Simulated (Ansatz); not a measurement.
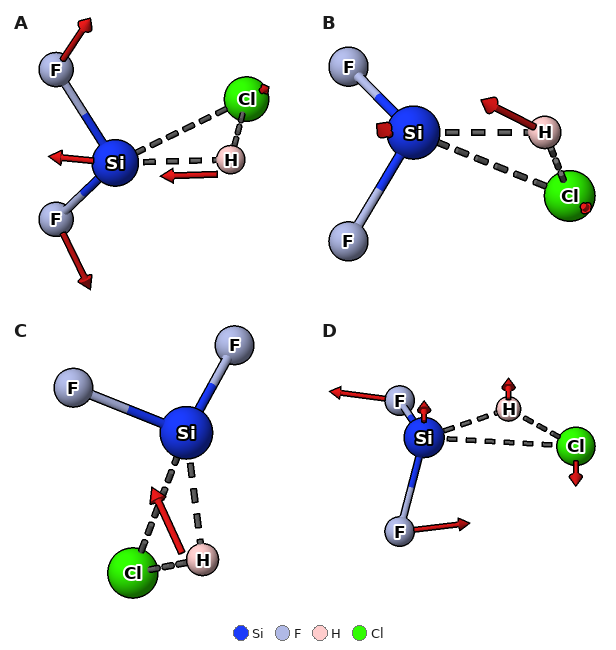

4 normal modes of one molecule or complex, as arrows. Broken sticks mark bonds that form or break. Harmonic vibrations computed with RKS PBE0-D4/def2-TZVP (Ansatz 0.2.0) at a stationary point of the same level. It is a saddle point of order 1.

> Match the panels to the wavenumbers 136 cm⁻¹, 328 cm⁻¹, 502 cm⁻¹, 1612 cm⁻¹.

A: 328 cm⁻¹
B: 502 cm⁻¹
C: 1612 cm⁻¹
D: 136 cm⁻¹
